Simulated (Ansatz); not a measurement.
**Saddle-point search of SnNH5O**

The run: saddle-point search of SnNH5O. Method and program: RKS PBE0-D4/def2-SVP (Ansatz 0.2.0).

The run did not end well.

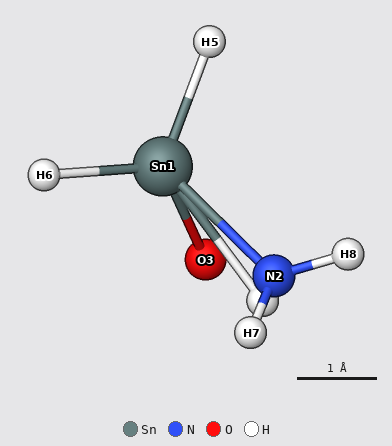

**Figure 1.** The starting structure (ball-and-stick view, seen at an oblique angle; atoms are numbered from 1 in the order of the input). Sticks mark near contacts. Bond lengths as drawn: H–N 1.01 Å, H–Sn 1.69 to 2.14 Å, N–Sn 2.19 Å and O–Sn 1.85 Å.

**What the run reported**

```tsv
quantity	value
outcome	not converged
hardware	4 threads of Intel Xeon @ 2.50GHz, 180 GiB of memory available, shared host
wall time	22 s (CPU time 71 s)
peak memory	0.4 GiB
```

**What went wrong**

This input holds a deliberate fault: too few steps. The run did not converge: “the saddle search did not converge after 4 steps: max|allowed force component| = 1.26e-1 eV/Å (threshold 5.0e-2). At the last step the curvature along the mode is -6.759 eV/Å² (extrapolated from the last rotation, not read by a force call), negative, as on the way to a saddle point …” Its last values are not results.

**Input file**
```yaml
crystal:
  periodic: [false, false, false]
  atoms:
    - {symbol: Sn, position_ang: [-1.004000, 0.353700, 0.296900]}
    - {symbol: N, position_ang: [1.038300, -0.345900, -0.067000]}
    - {symbol: O, position_ang: [-0.833600, 0.147600, -1.530100]}
    - {symbol: H, position_ang: [0.397100, -0.230300, -1.217200]}
    - {symbol: H, position_ang: [-0.963200, 1.863300, 1.057200]}
    - {symbol: H, position_ang: [-1.819300, -0.760200, 1.274000]}
    - {symbol: H, position_ang: [1.339500, -1.285600, 0.157000]}
    - {symbol: H, position_ang: [1.845100, 0.257300, 0.029200]}
basis:
  gaussian: {orbitals: def2-SVP}
hamiltonian: {xc: pbe0, dispersion: d4}
saddle:
  max_steps: 4
  mode_guess:
    - [-0.2578, 0.0717, -0.1521]
    - [-0.0202, -0.0076, -0.1723]
    - [-0.3829, 0.1209, -0.0474]
    - [0.6671, -0.1796, 0.4610]
    - [0.0246, -0.0114, 0.0412]
    - [0.0289, 0.0009, 0.0410]
    - [-0.0261, 0.0149, -0.0875]
    - [-0.0335, -0.0099, -0.0840]
```

Run as:
```bash
ansatz run in.yaml --threads 4 --pin off --events-out ev --progress --plain --max-ram 9574MiB
```

**Log**
```
Functional definition: PBE0
  name "PBE0"
  cite "Adamo & Barone, J. Chem. Phys. 110, 6158 (1999) doi:10.1063/1.478522"
  cite "Perdew, Burke & Ernzerhof, Phys. Rev. Lett. 77, 3865 (1996) doi:10.1103/PhysRevLett.77.3865"
  parent pbe
  parameter a = 0.25
  parameter kappa = 0.804
  parameter beta = 0.06672455060314922
  exchange = (1 - a)*pbe_x(kappa = kappa, mu = beta*pi^2/3) + a*exact_x
  correlation = pbe_c(beta = beta)
945 factors; integrals over basis functions are off by at most 3.4e-4 eV
mean field evaluation 1: about -9431.7005 eV, gradient 7.0e1 eV
mean field evaluation 2: about -9354.5821 eV, gradient 1.8e2 eV
mean field evaluation 4: about -9440.6258 eV, gradient 1.9e1 eV
mean field evaluation 8: about -9441.3471 eV, gradient 1.6e-1 eV
mean field evaluation 16: about -9441.3472 eV, gradient 2.2e-5 eV
mean field -9441.34715963 eV, -346.9631085416 hartree, gradient 2.2e-5 eV, S^2 0.000000; 0 other end points of the search recorded, 0 dependent functions left out
the calculation of the forces begins
reference -9441.34718832 eV, -346.9631095958 hartree; 21, 21 occupied and 58, 58 virtual orbitals, 945 factors
these checks for a lower state are left out or cut short: stability, starts, cluster_reference, orbital_swaps, neighbouring_geometries, increment
945 factors; integrals over basis functions are off by at most 3.4e-4 eV
mean field -9441.33547491 eV, -346.9626791358 hartree, gradient 2.9e-6 eV, S^2 0.000000; 0 other end points of the search recorded, 0 dependent functions left out
the calculation of the forces begins
reference -9441.33550358 eV, -346.9626801894 hartree; 21, 21 occupied and 58, 58 virtual orbitals, 945 factors
these checks for a lower state are left out or cut short: stability, starts, cluster_reference, orbital_swaps, neighbouring_geometries, increment
945 factors; integrals over basis functions are off by at most 3.5e-4 eV
mean field -9441.34495923 eV, -346.9630276782 hartree, gradient 1.5e-6 eV, S^2 0.000000; 0 other end points of the search recorded, 0 dependent functions left out
the calculation of the forces begins
reference -9441.34498796 eV, -346.9630287341 hartree; 21, 21 occupied and 58, 58 virtual orbitals, 945 factors
saddle step   1: F+E_penalty+E_count = -9441.45755105 eV  max|allowed force component| = 2.669e0 eV/Å  curvature = -13.4442 eV/Å²  mode residual = 1.74e0 eV/Å²  Δτ_max = 0.0000 Å  (1 rotations, 3 force calls, 63 SCF iters)  cluster: 3 rotations left out, max|force component along them| = 6.930e-8 eV/Å
these checks for a lower state are left out or cut short: starts, cluster_reference, orbital_swaps, neighbouring_geometries, increment
945 factors; integrals over basis functions are off by at most 3.6e-4 eV
mean field evaluation 32: about -9441.4133 eV, gradient 1.9e-1 eV
mean field -9441.41343069 eV, -346.9655439580 hartree, gradient 2.1e-5 eV, S^2 0.000000; 0 other end points of the search recorded, 0 dependent functions left out
the calculation of the forces begins
reference -9441.41345921 eV, -346.9655450060 hartree; 21, 21 occupied and 58, 58 virtual orbitals, 945 factors
these checks for a lower state are left out or cut short: stability, starts, cluster_reference, orbital_swaps, neighbouring_geometries, increment
945 factors; integrals over basis functions are off by at most 3.5e-4 eV
mean field -9441.41049334 eV, -346.9654360125 hartree, gradient 1.9e-6 eV, S^2 0.000000; 0 other end points of the search recorded, 0 dependent functions left out
the calculation of the forces begins
reference -9441.41052185 eV, -346.9654370600 hartree; 21, 21 occupied and 58, 58 virtual orbitals, 945 factors
these checks for a lower state are left out or cut short: stability, starts, cluster_reference, orbital_swaps, neighbouring_geometries, increment
945 factors; integrals over basis functions are off by at most 3.5e-4 eV
mean field -9441.40931137 eV, -346.9653925756 hartree, gradient 1.9e-6 eV, S^2 0.000000; 0 other end points of the search recorded, 0 dependent functions left out
the calculation of the forces begins
reference -9441.40933982 eV, -346.9653936213 hartree; 21, 21 occupied and 58, 58 virtual orbitals, 945 factors
saddle step   2: F+E_penalty+E_count = -9441.52333618 eV  max|allowed force component| = 1.020e0 eV/Å  curvature = -9.1186 eV/Å²  mode residual = 2.22e0 eV/Å²  Δτ_max = 0.1004 Å  (1 rotations, 3 force calls, 74 SCF iters)  cluster: 3 rotations left out, max|force component along them| = 9.109e-9 eV/Å
these checks for a lower state are left out or cut short: starts, cluster_reference, orbital_swaps, neighbouring_geometries, increment
945 factors; integrals over basis functions are off by at most 3.5e-4 eV
mean field -9441.43117200 eV, -346.9661959390 hartree, gradient 1.4e-5 eV, S^2 0.000000; 0 other end points of the search recorded, 0 dependent functions left out
the calculation of the forces begins
reference -9441.43120049 eV, -346.9661969861 hartree; 21, 21 occupied and 58, 58 virtual orbitals, 945 factors
these checks for a lower state are left out or cut short: stability, starts, cluster_reference, orbital_swaps, neighbouring_geometries, increment
945 factors; integrals over basis functions are off by at most 3.4e-4 eV
mean field -9441.43079213 eV, -346.9661819792 hartree, gradient 2.8e-6 eV, S^2 0.000000; 0 other end points of the search recorded, 0 dependent functions left out
the calculation of the forces begins
reference -9441.43082061 eV, -346.9661830256 hartree; 21, 21 occupied and 58, 58 virtual orbitals, 945 factors
these checks for a lower state are left out or cut short: stability, starts, cluster_reference, orbital_swaps, neighbouring_geometries, increment
945 factors; integrals over basis functions are off by at most 3.5e-4 eV
mean field evaluation 64: about -9441.3963 eV, gradient 5.1e-1 eV
mean field -9441.43161777 eV, -346.9662123209 hartree, gradient 1.3e-6 eV, S^2 0.000000; 0 other end points of the search recorded, 0 dependent functions left out
the calculation of the forces begins
reference -9441.43164624 eV, -346.9662133670 hartree; 21, 21 occupied and 58, 58 virtual orbitals, 945 factors
saddle step   3: F+E_penalty+E_count = -9441.54077337 eV  max|allowed force component| = 2.389e-1 eV/Å  curvature = -6.9292 eV/Å²  mode residual = 1.27e0 eV/Å²  Δτ_max = 0.0304 Å  (1 rotations, 3 force calls, 60 SCF iters)  cluster: 3 rotations left out, max|force component along them| = 7.010e-8 eV/Å
these checks for a lower state are left out or cut short: starts, cluster_reference, orbital_swaps, neighbouring_geometries, increment
945 factors; integrals over basis functions are off by at most 3.5e-4 eV
mean field -9441.43612217 eV, -346.9663778545 hartree, gradient 1.9e-5 eV, S^2 0.000000; 0 other end points of the search recorded, 0 dependent functions left out
the calculation of the forces begins
reference -9441.43615065 eV, -346.9663789010 hartree; 21, 21 occupied and 58, 58 virtual orbitals, 945 factors
these checks for a lower state are left out or cut short: stability, starts, cluster_reference, orbital_swaps, neighbouring_geometries, increment
945 factors; integrals over basis functions are off by at most 3.5e-4 eV
mean field -9441.43680089 eV, -346.9664027970 hartree, gradient 2.5e-6 eV, S^2 0.000000; 0 other end points of the search recorded, 0 dependent functions left out
the calculation of the forces begins
reference -9441.43682935 eV, -346.9664038429 hartree; 21, 21 occupied and 58, 58 virtual orbitals, 945 factors
these checks for a lower state are left out or cut short: stability, starts, cluster_reference, orbital_swaps, neighbouring_geometries, increment
945 factors; integrals over basis functions are off by at most 3.6e-4 eV
mean field -9441.43454232 eV, -346.9663197961 hartree, gradient 2.3e-6 eV, S^2 0.000000; 0 other end points of the search recorded, 0 dependent functions left out
the calculation of the forces begins
reference -9441.43457084 eV, -346.9663208442 hartree; 21, 21 occupied and 58, 58 virtual orbitals, 945 factors
saddle step   4: F+E_penalty+E_count = -9441.54562666 eV  max|allowed force component| = 1.264e-1 eV/Å  curvature = -6.7592 eV/Å²  mode residual = 5.16e-1 eV/Å²  Δτ_max = 0.0255 Å  (1 rotations, 3 force calls, 67 SCF iters)  cluster: 3 rotations left out, max|force component along them| = 1.046e-7 eV/Å
```

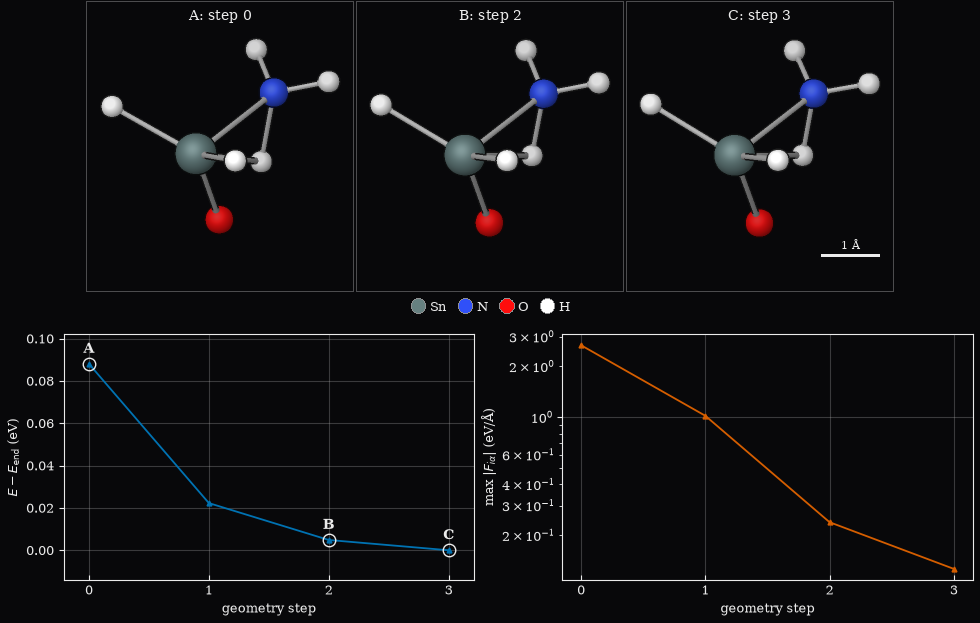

**Figure 2.** Frames of the saddle-point search (ball-and-stick view, seen at a tilt) above the curves, on which the letters mark them (the first geometry is step 0 here and step 1 in the log).

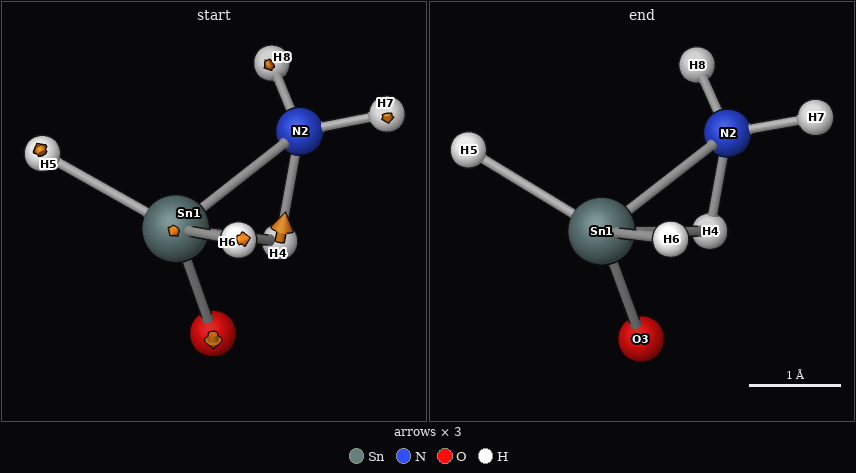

**Figure 3.** Before (left) and after (right) the saddle-point search, at one scale (ball-and-stick view, seen at a tilt). The orange arrows give the displacements, magnified 3 times. The relaxation stopped without meeting its thresholds, so the last structure isn't shown to be converged. The energy falls by 0.088 eV in 3 geometry steps. Largest force component: 2.7 eV/Å at the start, 0.13 eV/Å at the end. H4 moves most after the best rigid fit: 0.12 Å. By element the largest moves are H 0.12 Å, O 0.07 Å, Sn 0.04 Å, N 0.02 Å. Among the contacts that change: N2–H4 1.322 → 1.179 Å, Sn1–O3 1.846 → 1.916 Å, Sn1–N2 2.189 → 2.224 Å, Sn1–H5 1.691 → 1.721 Å. Among the angles that change: N2–Sn1–H4 35.5° → 31.2°, Sn1–H4–N2 74.1° → 78.1°, O3–Sn1–H4 37.9° → 41.3°. (Atoms are counted from 1 in the order of the input.)

```
Error: the saddle search did not converge after 4 steps: max|allowed force component| = 1.26e-1 eV/Å (threshold 5.0e-2). At the last step the curvature along the mode is -6.759 eV/Å² (extrapolated from the last rotation, not read by a force call), negative, as on the way to a saddle point. To go on, set a larger `saddle.max_steps` (a set value also replaces the default of 250 for a search that goes on from a second negative curvature), or search again from the last step's geometry and mode. Where this run's directory can be resumed (`checkpoint.write`), a resume goes on for up to `saddle.max_steps` more
F+E_penalty+E_count at the last step = -9441.54562666 eV
to start another search from the last step: its geometry and its mode (saddle.mode_guess, Cartesian):
  atoms:
    - { symbol: Sn, position_ang: [-1.04251797, 0.36556144, 0.29315204] }
    - { symbol: N, position_ang: [1.03089262, -0.34468529, -0.08737394] }
    - { symbol: O, position_ang: [-0.84890354, 0.14607173, -1.60021591] }
    - { symbol: H, position_ang: [0.45964532, -0.24200634, -1.11371473] }
    - { symbol: H, position_ang: [-0.92625452, 1.89873395, 1.06693243] }
    - { symbol: H, position_ang: [-1.81094578, -0.80822588, 1.29047137] }
    - { symbol: H, position_ang: [1.30873773, -1.30120804, 0.14074953] }
    - { symbol: H, position_ang: [1.82924614, 0.28565843, 0.00999921] }
  mode_guess:
    - [-0.27324527, 0.07621394, -0.15876612]
    - [0.00061987, -0.00616461, -0.07163147]
    - [-0.44216060, 0.14008650, -0.05370527]
    - [0.68317099, -0.19181262, 0.38284084]
    - [0.02500942, -0.01287161, 0.03935543]
    - [0.02998026, 0.00149482, 0.03851569]
    - [-0.01647771, -0.01746796, -0.08751601]
    - [-0.00689695, 0.01052154, -0.08909309]
```

**Trajectory as extended XYZ (Å, eV, eV/Å), 4 frames, from step=1 to step=4**
```
8
Properties=species:S:1:pos:R:3:forces:R:3 step=1 energy=-9441.45755
Sn   -1.0040    0.3537    0.2969    0.1543   0.1183   2.1428
N     1.0383   -0.3459   -0.0670   -0.1317   0.0128  -0.4298
O    -0.8336    0.1476   -1.5301    0.8755  -0.5064  -2.6689
H     0.3971   -0.2303   -1.2172   -1.0689   0.3745   0.3107
H    -0.9632    1.8633    1.0572    0.0563   0.4098   0.1201
H    -1.8193   -0.7602    1.2740   -0.1877  -0.3364   0.1777
H     1.3395   -1.2856    0.1570    0.0366  -0.3868   0.2027
H     1.8451    0.2573    0.0292    0.2657   0.3142   0.1447
8
Properties=species:S:1:pos:R:3:forces:R:3 step=2 energy=-9441.52334
Sn   -1.0156    0.3569    0.2919   -0.2577   0.1548   0.9123
N     1.0377   -0.3467   -0.0816    0.0955  -0.0359  -0.0593
O    -0.8320    0.1436   -1.5683    0.2426  -0.1637  -1.0197
H     0.4247   -0.2313   -1.1207   -0.1693   0.0375  -0.2155
H    -0.9530    1.8735    1.0606    0.0714   0.2614   0.0927
H    -1.8172   -0.7737    1.2795   -0.0905  -0.2329   0.1306
H     1.3178   -1.3037    0.1346    0.0800   0.0701   0.0729
H     1.8374    0.2812    0.0040    0.0280  -0.0913   0.0860
8
Properties=species:S:1:pos:R:3:forces:R:3 step=3 energy=-9441.54077
Sn   -1.0352    0.3632    0.2917   -0.2389   0.0903   0.1681
N     1.0279   -0.3438   -0.0882    0.2019  -0.0620   0.0436
O    -0.8496    0.1471   -1.5929    0.0710  -0.0351  -0.1382
H     0.4426   -0.2360   -1.1064    0.0076  -0.0185  -0.2013
H    -0.9399    1.8903    1.0638    0.0419   0.0873   0.0416
H    -1.8167   -0.7941    1.2856   -0.0156  -0.0865   0.0547
H     1.3309   -1.2893    0.1371   -0.0862  -0.1485   0.0294
H     1.8399    0.2625    0.0094    0.0183   0.1730   0.0022
8
Properties=species:S:1:pos:R:3:forces:R:3 step=4 energy=-9441.54563
Sn   -1.0425    0.3656    0.2932   -0.0727   0.0135  -0.1229
N     1.0309   -0.3447   -0.0874    0.0362  -0.0190  -0.0985
O    -0.8489    0.1461   -1.6002   -0.0014   0.0092   0.1036
H     0.4596   -0.2420   -1.1137   -0.0260   0.0112   0.0450
H    -0.9263    1.8987    1.0669    0.0104  -0.0099   0.0067
H    -1.8109   -0.8082    1.2905    0.0139   0.0029   0.0054
H     1.3087   -1.3012    0.1407    0.0602   0.1184   0.0200
H     1.8292    0.2857    0.0100   -0.0207  -0.1264   0.0407
```
